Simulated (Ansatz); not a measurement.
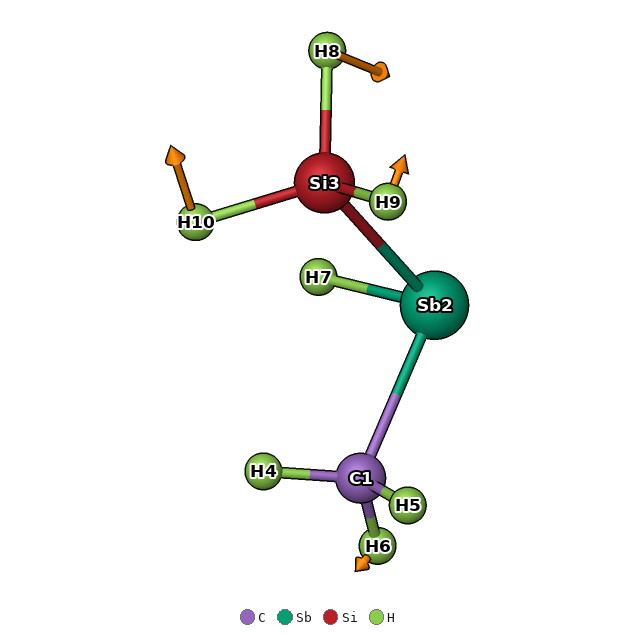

The arrows show one normal mode. Harmonic vibrations computed with RKS PBE0-D4/def2-TZVP, core potentials on Sb (Ansatz 0.2.0) at a stationary point of the same level.

Question: Describe the motion.

Answer: Mostly H–Si–Sb bending.

Question: At what wavenumber does it lie?

Answer: 492 cm⁻¹; it is mode 6 of 24 counted from the lowest.
